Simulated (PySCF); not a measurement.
C₃H₈N₂Si

```xyz
14

C     1.0025    1.1312    0.5589
C     0.7889   -0.1108   -0.3100
C     1.7580   -1.1072    0.0238
N     2.5183   -1.9119    0.3174
Si   -0.9591   -0.8871   -0.1139
N    -2.0365    0.3407   -0.6560
H     0.8351    0.8990    1.6090
H     0.3154    1.9208    0.2624
H     2.0199    1.5072    0.4524
H     0.9388    0.1540   -1.3615
H    -1.1012   -1.3215    1.2829
H    -1.1200   -2.0029   -1.0412
H    -3.0101    0.1095   -0.7635
H    -1.9506    1.2785   -0.2978
```

Geometry: GFN2-xTB.

These are results of PySCF, PBE0/pcSseg-1, SCF density, gas phase, non-relativistic, not measurements.

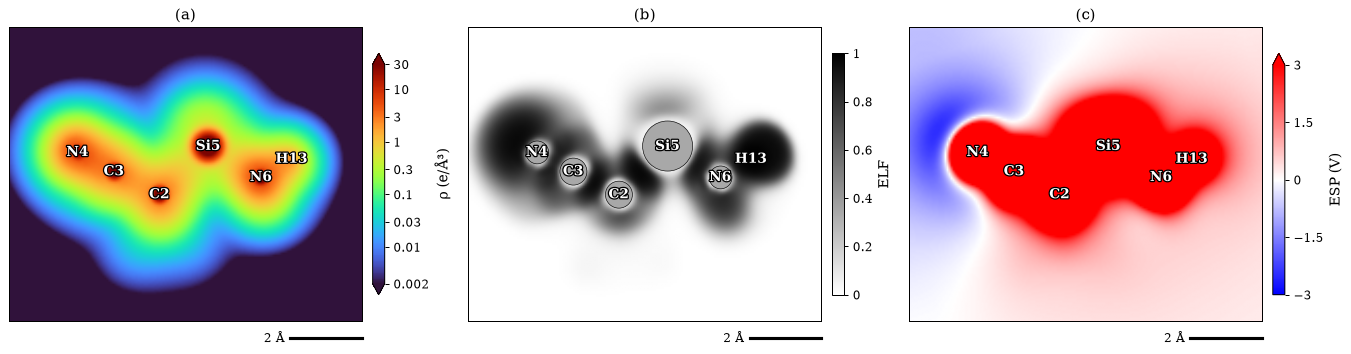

Figure 1. (a) total electron density; (b) electron localisation function; (c) electrostatic potential on the plane of atoms C2, Si5 and N6. Grey discs cover the atomic cores in the ELF map.

What does the map show?

Answer. The plane passes through C, N, Si and H nuclei. C–N (1.15 Å): the density is about 3.6 e/Å³ at the midpoint; the ELF peaks at about 0.85 between the atoms; a multiple bond. C–C (1.43 Å): ρ is about 1.9 e/Å³ halfway; the ELF peaks at about 0.95 between the atoms; a covalent bond. Si–N (1.72 Å): ρ is about 1.1 e/Å³ halfway; the ELF peaks at about 0.90 between the atoms; a polar covalent bond. C–Si (1.92 Å): ρ is about 0.89 e/Å³ halfway; the ELF peaks at about 0.95 between the atoms, as expected for a covalent bond. N–H (1.01 Å): ρ is about 2.8 e/Å³ halfway; the ELF climbs to about 1 towards the hydrogen, as it does in any bond to H (an ordinary covalent bond to hydrogen). The ELF also peaks beside N4, away from the bonds: lone-pair regions. Outside the dense part of the molecule the potential is most negative (−2.5 V) near N4.

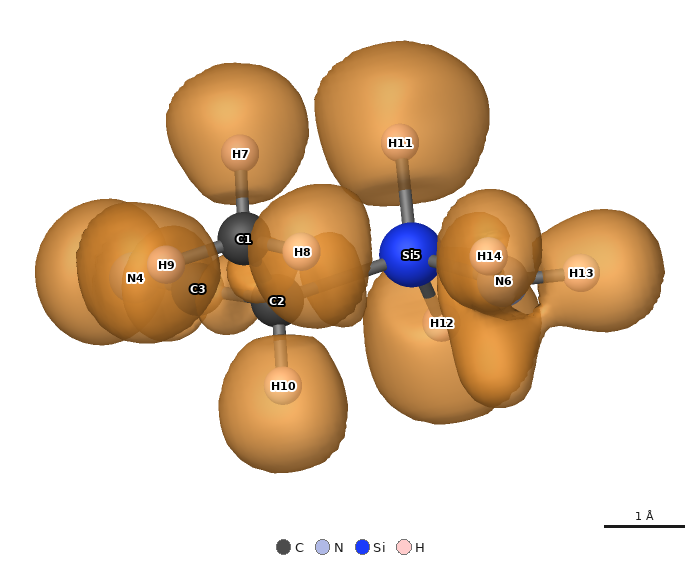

Figure 2. Isosurface of the electron localisation function at 0.8 (orange), seen from one side. Core shells and regions of very low density are left out.

Identify the bonds, lone pairs and shells in this picture.

Answer. The surface consists of two regions between bonded C–C atoms (shared pairs), one region between bonded C–N atoms (shared pairs), one region between bonded C–Si atoms (shared pairs), six regions around hydrogen nuclei, one lobe on N, pointing away from the bonds (lone pairs) and one joined region spread over several atoms (H, N), in which their bonds and any lone pairs are merged.

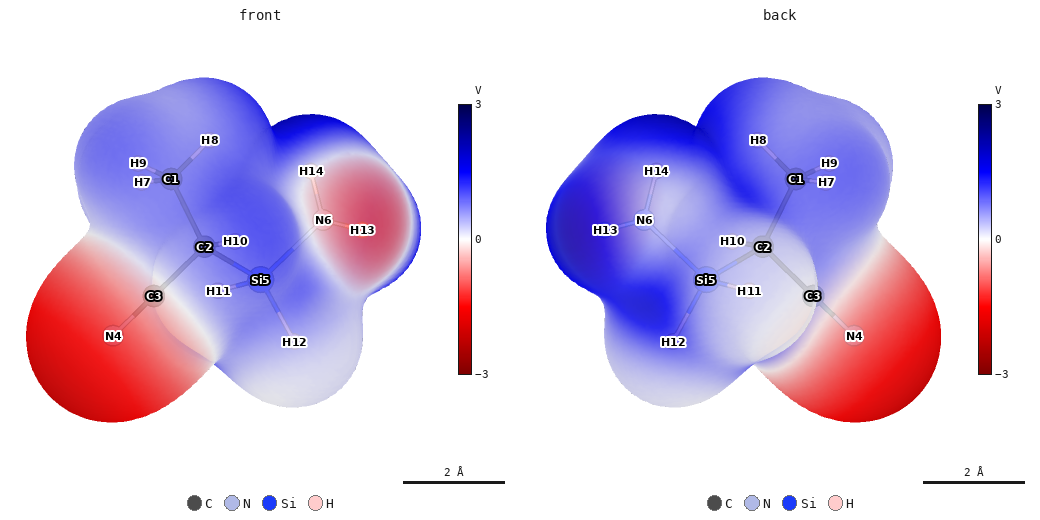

Figure 3. The molecular electrostatic potential painted on the density surface at 0.002 e/bohr³, seen from the front and from behind; red is negative and blue positive.

Which sites attract a positive test charge, and which a negative one?

Answer. A positive charge is drawn to the negative regions and a negative charge to the positive ones. The most negative region (about −2.0 V) lies over N4, the most positive (about +2.0 V) over H14. N4 is the likeliest acceptor of a hydrogen bond.
